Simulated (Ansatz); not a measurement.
# Slip curve of the generalised stacking fault on (111) of Cu, along <112>

How much energy does it take to slide one half of the crystal over the other along this direction, and where is the resistance greatest?

Calculated with Ansatz 0.2.0: Kohn-Sham DFT, PBE, PAW (set soft_2), plane waves; cutoff 420 eV, k-mesh 12×12×1, fermi-dirac smearing of 0.1 eV. At each slip the atoms were relaxed along the normal alone with PBE, from a start eased by a machine-learned potential, then solved with PBE, r2SCAN and PBEsol. Cutoffs: 420 eV for PBE and PBEsol; 500 eV for r2SCAN.

**The cell**

The cell holds 12 atoms: 12 Cu. Its edges and angles: a = 2.570 Å, b = 2.570 Å, c = 25.184 Å, α = 90.0°, β = 90.0°, γ = 120.0°. It derives from Cu. The starting structure: 48 atoms of Cu, stacked on (1 1 1); one fault a cell: the periodic image above is shifted rigidly by 0.000 Å along the in-plane vector of length 4.452 Å (<112> type); atoms relaxed along the normal alone with the MACE-MP-0b2 potential. Lattice constants are starting values near those of PBE. Folded to one surface cell (a quarter of the atoms). This is the unshifted member, which holds no fault.

The input of the single point at a slip of 0.890 Å:

```yaml
crystal:
  lattice:
    - [2.57034, 0.0, 0.0]
    - [-1.28516, 2.22598, 0.0]
    - [0.7711, -0.44519, 25.18402]
  atoms:
    [... atom lines left out ...]
kpoints:
  mp_grid: { grid: [12, 12, 1] }
hamiltonian:
  xc: pbe
scf:
  occupations: { method: fermi_dirac, width: 0.1 }
output:
  forces: true
  stress: true
  populations: true
  dos:
    method: { smearing: { sigma: 0.08 } }
    de: 0.1
    projected: { site_lists: { Cu: [Cu] } }
  eigenvalues: true
  write_density: true
  write_potential: true
  volumetric_format: npy
```

**Fault energy**

Free energy less that of the unshifted cell, over the area of 5.72 Å², in mJ/m²:

```
slip (Å)  share of the vector  PBE  r2SCAN  PBEsol  gain on relaxing in DFT, from the eased start (mJ/m²)
   0.000                0.000    0       0       0                                                      0
   0.148                0.033   20      19      20                                                      0
   0.297                0.067   67      64      64                                                      0
   0.445                0.100  117     111     111                                                      2
   0.594                0.133  156     149     149                                                      3
   0.742                0.167  177     170     169                                                      0
   0.890                0.200  173     167     166                                                      0
   1.039                0.233  147     142     141                                                      2
   1.187                0.267  110     108     107                                                      0
   1.336                0.300   71      72       -                                                      1
   1.484                0.333   54      55       -                                                      0
   1.632                0.367   75      75       -                                                      1
```

Worked for the highest row at PBE: (-79502.0697) − (-79502.1329) = 0.0631 eV; over 5.72 Å², times 16022, gives 177 mJ/m².

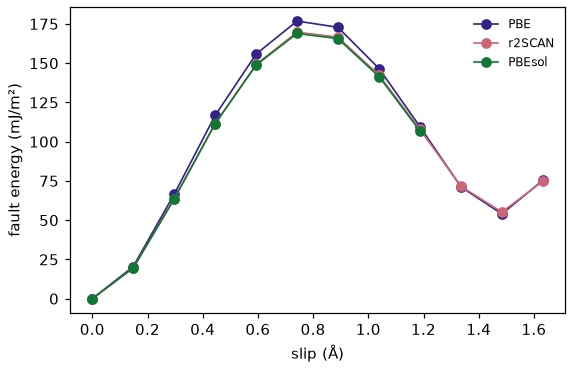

Fault energy against slip, by level of theory.

**Findings**

With PBE the highest energy among the slips run is 177 mJ/m², at 0.74 Å. A local minimum of 54 mJ/m² lies at 1.48 Å, a fault that is stable against slip along this line. The steepest rise before the first top, between 0.30 and 0.45 Å, is 3.4 GPa, the slope of a chord between sampled slips; the true steepest slope can be larger. At the highest row the other levels give 170 (r2SCAN) and 169 (PBEsol) mJ/m².

Limits: The cell's length along the normal is held and atoms can't move in the plane, so the energies are upper bounds on a freely relaxed path. The cell tilts with the slip and its k-mesh tilts with it, which can add an error that grows with the slip. Faults repeat every 25 Å along the normal. The lattice constant is the typed one for every functional. These are free energies under a smearing of 0.1 eV, whose entropy term isn't removed. In some runs the program notes that the atoms just miss a symmetry operation.

[Logs are printed without paths, hosts, clocks, repeated set-up lines and the standing remarks that a program may print on its own settings, such as how far it seeks lower states.]

[Hosts, paths, dates, database ids (printed as entryN), source tags and the programs' standing remarks are cut or masked in the printed files.]
